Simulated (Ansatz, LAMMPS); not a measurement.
# Glassy 74SiO2-15ZnO-11Na2O (mol %) (77 atoms) under strain: runs compared

Aim: relax glassy 74SiO2-15ZnO-11Na2O (mol %) (77 atoms), then change its volume and shape to read moduli from the stress.

Computed with Ansatz 0.2.0: Kohn-Sham DFT, RPBE, PAW (set soft_2), plane waves.

### 1. The cell as built

The cell holds 77 atoms: 20 Si, 4 Zn, 6 Na and 47 O. Cell: a = 10.120 Å, b = 10.120 Å, c = 10.120 Å, α = 90.0°, β = 90.0°, γ = 90.0°. 77 atoms (20 Si, 4 Zn, 6 Na, 47 O) placed at random at 2.58 g/cm³, melted at 4000 K for 10 ps at fixed volume with the Morse and Coulomb pair potential with partial charges (Pedone, Malavasi, Menziani, Cormack and Segre, J. Phys. Chem. B 110, 11780 (2006)). Quenched from 4000 K to 300 K at 50 K/ps and fixed volume, held 10 ps at zero pressure, then minimised at fixed cell.

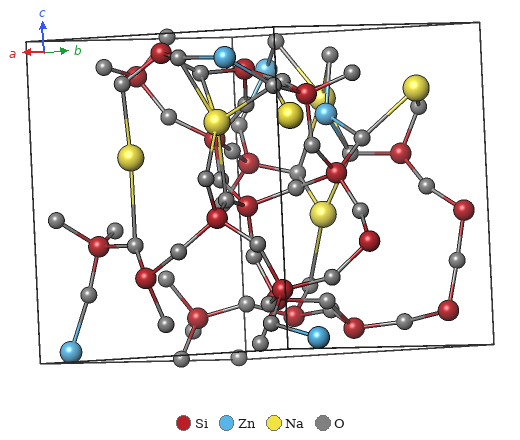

The cell as built. Bonds to atoms that aren't drawn are left out. Some periodic images of atoms are drawn too.

Limits known from the start: The quench rate of 50 K/ps is orders of magnitude faster than experiment, which tends to freeze in extra defects. The starting topology of bonds comes from the classical model, and needn't be the one that DFT or experiment would give. Sampling is at Γ alone.

### 2. The reference run

The reference is a single point at the end of the relaxation.

Every strained cell starts from the geometry of this run, and its atoms are relaxed with the cell held.

Its input, with most atom lines left out:

```yaml
crystal:
  lattice:
    - [10.65744, 0.22946, 0.03252]
    - [0.22946, 10.15828, 0.25315]
    - [0.03252, 0.25315, 10.0764]
  atoms:
    - { symbol: Si, position: [0.59769, 0.78256, 0.80667] }
    - { symbol: Si, position: [0.82213, 0.11159, 0.34018] }
    - { symbol: Si, position: [0.5738, 0.98253, 0.31741] }
    - { symbol: Si, position: [0.48244, 0.78276, 0.54905] }
    - { symbol: Si, position: [0.52271, 0.56448, 0.16304] }
    - { symbol: Si, position: [0.38243, 0.12327, 0.12299] }
    - { symbol: Si, position: [0.1837, 0.19688, 0.61766] }
    [... atom lines 8 to 77 left out ...]
kpoints:
  mp_grid: { grid: [1, 1, 1] }
hamiltonian:
  xc: rpbe
scf:
  occupations: { method: fixed }
output:
  forces: true
  stress: true
  populations: intrinsic
  dos:
    method: { smearing: { sigma: 0.08 } }
    de: 0.1
    projected: { site_lists: { Na: [Na], O: [O], Si: [Si], Zn: [Zn] } }
  eigenvalues: true
  write_density: true
  write_potential: true
  volumetric_format: npy
  elf: true
```

```
free energy per atom   : -803.0827 eV/atom
r.m.s. force component : 0.00665 eV/Å
pressure               : 0.002822 GPa
```

Filled and empty levels are parted by 3.66 eV (at Γ alone); a semilocal functional tends to put such gaps too low. In a disordered cell it changes from sample to sample, and tail or defect levels can set it.

### 3. The runs

Each row is one run, on 4 threads of Intel Xeon Platinum 8488C (Sapphire Rapids), shared host. The free energy is the program's total, comparable only between runs with the same functional, potentials and atoms.

```csv
run,atoms,outcome,"ionic steps, all passes",free energy (eV),time,host memory (GiB)
Single point at the start,77,converged,-,-61832.505,7 s,1.3
Cell and atoms relaxed,77,converged,26,-61837.369,2.4 min,1.3
Single point at the relaxed geometry,77,converged,-,-61837.369,9.5 s,1.4
Volume -3 %,77,converged,9,-61837.210,58 s,1.4
Volume +3 %,77,converged,6,-61837.208,39 s,1.4
Volume -6 %,77,converged,11,-61836.729,69 s,1.4
Volume +6 %,77,converged,9,-61836.772,60 s,1.5
Volume -10 %,77,converged,17,-61835.597,1.7 min,1.4
Stretched by 1 % along x,77,converged,4,-61837.340,24 s,1.4
Compressed by 1 % along x,77,converged,5,-61837.343,28 s,1.4
Sheared by 2 % in xy,77,converged,7,-61837.326,41 s,1.4
```

In some runs the program notes that the SCF threshold is loose for the stress.

### 4. Pressure against volume

Atoms are relaxed at each volume, in the scaled cell.

```
volume change (%)  volume (Å³/atom)  energy change (meV/atom)  pressure (GPa)  largest move on relaxing (Å)  bonds  gap (eV)
              -10            12.736                     23.00            5.22                          0.74    122                3.88
               -6            13.302                      8.31            3.15                          0.32    119                3.78
               -3            13.727                      2.06            1.59                          0.14    116                3.72
               +0            14.151                      0.00            0.00                             -    115                3.66
               +3            14.576                      2.09           -1.51                          0.11    114                3.58
               +6            15.001                      7.75           -2.85                          0.31    114                3.49
```

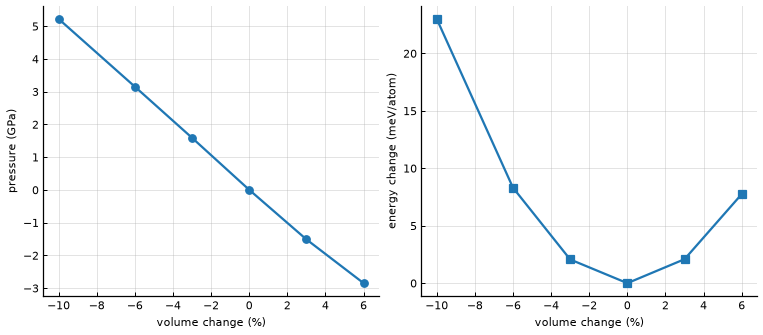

Pressure and energy against volume.

### 5. Uniaxial strain and shear

Stress (GPa, compression positive) less that of the relaxed cell, atoms relaxed:

```csv
strain,xx,yy,zz,xy,energy change (meV/atom)
stretched by 1 % along x,-0.873,-0.377,-0.290,-0.011,0.38
compressed by 1 % along x,0.838,0.368,0.325,0.016,0.33
sheared by 2 % in xy,-0.033,0.001,-0.012,-0.662,0.55
```

### 6. What came out

The bulk modulus, from the slope of pressure against ln V over the three points nearest the relaxed volume, is 51.7 GPa; between neighbouring points the slope runs 48, 50, 52, 51 and 47 GPa from the smallest volume up, without a steady fall, so no pressure derivative is given. The count of bonds runs from 114 to 122 over the series, so at some points contacts cross the cutoffs. At -10 % some atom moved by over 0.5 Å on relaxing, so that point may sit in another local minimum. The gap goes from 3.88 eV at the smallest volume to 3.49 eV at the largest, -2.3 eV per unit of ln V by a straight line, on the run's k-points. In the Cartesian axes of the cell, finite differences give C11 = 85.6, C12 = 37.3, C13 = 30.7 and C66 = 33.1 GPa (the shear of 2 % is the engineering strain, εxy = 0.01). The mean of C11, C12 and C13, which equals the bulk modulus in a cubic or isotropic solid, is 51.2 GPa: it agrees with the bulk modulus within 10 %. For an isotropic solid C66 would equal (C11 − C12)/2 = 24.2 GPa; so small a sample needn't be isotropic, and C66 rests on one shear. The two differ too much for isotropic moduli to be formed.

Caveats: Strains are finite and relaxations stop at the force tolerance of the input, which can leave moduli too stiff; they are those of a static cell at zero temperature. Volumes are changed with the cell's shape held, so in an anisotropic solid the modulus lies over the one under free hydrostatic load. The program notes that the SCF threshold of the relaxations is loose for the stress.

The DFT runs together took 9.7 min of wall time.

[Logs are printed without paths, hosts, clocks, repeated set-up lines and the standing remarks that a program may print on its own settings, such as how far it seeks lower states.]

[Hosts, paths, dates, database ids (printed as entryN), source tags and the programs' standing remarks are cut or masked in the printed files.]
